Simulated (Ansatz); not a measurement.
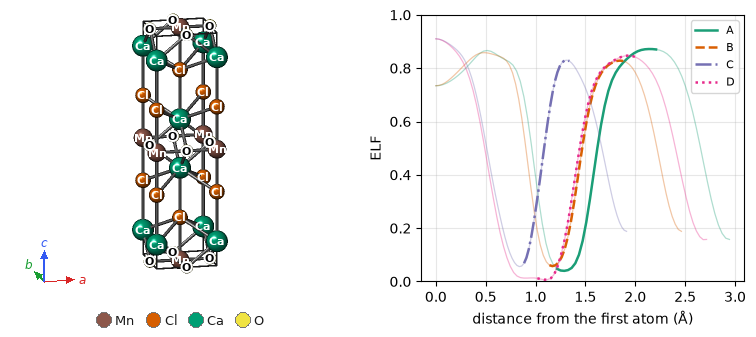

The picture shows: Ca2MnCl2O2. Electron localisation function along straight lines between neighbouring atoms. Thin, pale parts lie inside the atomic spheres. The structure is drawn too.

Space group I4/mmm; built by placing these elements on a known structure type; not relaxed (largest force 0.8 eV/Å); computed without spin polarisation.

Theory: DFT, PAW plane waves, r2SCAN in Ansatz 0.2.0.

Core electrons are frozen (PAW), and the valence fields are smoothed inside the atomic spheres.

```
Mn Cl Ca O
1.0
     3.82470    0.00000    0.00000
     0.00000    3.82470    0.00000
     0.00000    0.00000   14.86382
Mn Cl Ca O
2 4 4 4
Direct
  0.00000 0.00000 0.50000
  0.50000 0.50000 0.00000
  0.00000 0.00000 0.31738
  0.50000 0.50000 0.81738
  0.00000 0.00000 0.68262
  0.50000 0.50000 0.18262
  0.00000 0.00000 0.10434
  0.50000 0.50000 0.60434
  0.00000 0.00000 0.89566
  0.50000 0.50000 0.39566
  0.00000 0.50000 0.00000
  0.50000 0.00000 0.50000
  0.50000 0.00000 0.00000
  0.00000 0.50000 0.50000
```

Q: Which curve belongs to which contact (Ca–Cl, Ca–O, Mn–Cl and Mn–O)? The first atom named is at distance zero.

A: Curve A: Ca–Cl (2.94 Å): the ELF peaks at about 0.85 in the valence shell of Cl, 0.8 Å from its nucleus, and drops to about 0.05 between the two atoms (no shared electron pair shows on this line). Curve B: Ca–O (2.46 Å): the ELF is about 0.05 at the midpoint (no shared electron pair shows on this line). Curve C: Mn–O (1.91 Å): the ELF peaks at about 0.85 in the valence shell of O, 0.6 Å from its nucleus, and is about 0.15 at the midpoint (no shared electron pair shows on this line). Curve D: Mn–Cl (2.71 Å): the ELF peaks at about 0.85 in the valence shell of Cl, 0.8 Å from its nucleus, and drops to about 0 between the two atoms: no shared electron pair shows on this line.
